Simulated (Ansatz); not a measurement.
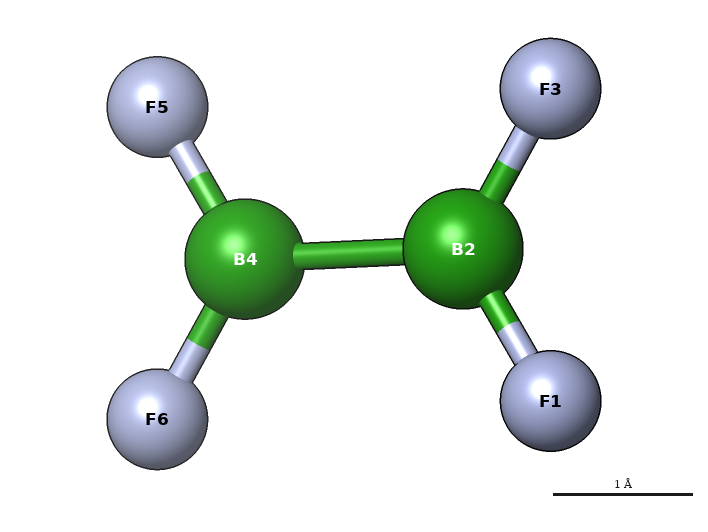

Numbered structure. The computed structure is the end point of a PBE-D4/def2-SVP optimisation. No frequency run is at hand to confirm it as a minimum.

Which atoms are bonded, and how long are the bonds?

```csv
bond,length (Å),order
F1–B2,1.329,single
B2–F3,1.329,single
B2–B4,1.731,single
B4–F5,1.329,single
B4–F6,1.329,single
```
